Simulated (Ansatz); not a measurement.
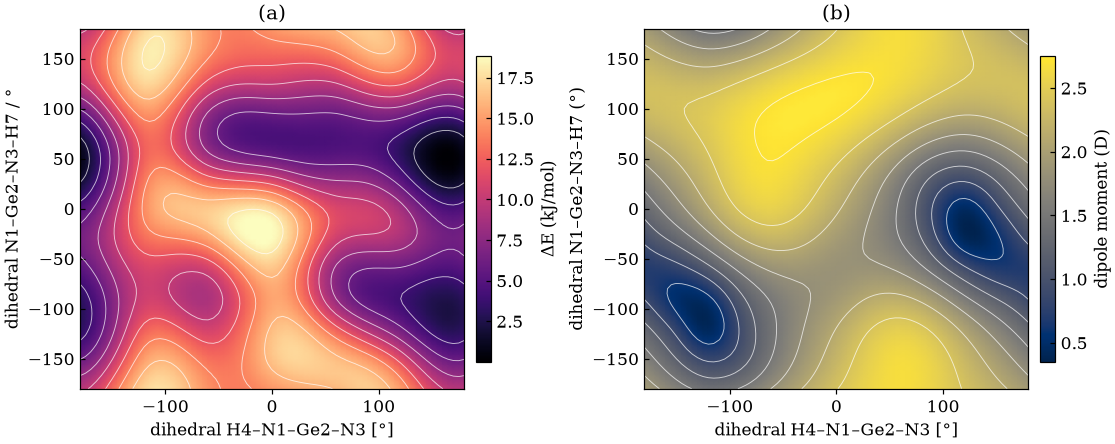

GeH5N2, SMILES [NH][GeH2][NH2], spin multiplicity 2. First axis: dihedral H4–N1–Ge2–N3. Second axis: dihedral N1–Ge2–N3–H7. Nothing is relaxed (all other coordinates rigid). Grid: 12 × 12 points. All energies are given in kJ/mol relative to the relaxed molecule at the same level. All numbers below come from UKS r2SCAN0-D4/def2-SVP (Ansatz).

Panel (a) is the energy and panel (b) the computed dipole moment on the same grid.

Drawn: a smooth colour map with a few white contour lines. Between grid points the surface is interpolated.

### How does the dipole moment vary over the map, and what is it at the lowest grid point?

Leaving out the highest fifth of the energies, it runs from 0.42 D at dihedral H4–N1–Ge2–N3 = 120°, dihedral N1–Ge2–N3–H7 = −30° to 2.76 D at dihedral H4–N1–Ge2–N3 = −30°, dihedral N1–Ge2–N3–H7 = 90°. At the lowest grid point, dihedral H4–N1–Ge2–N3 = 150°, dihedral N1–Ge2–N3–H7 = 60°, it is 1.71 D.
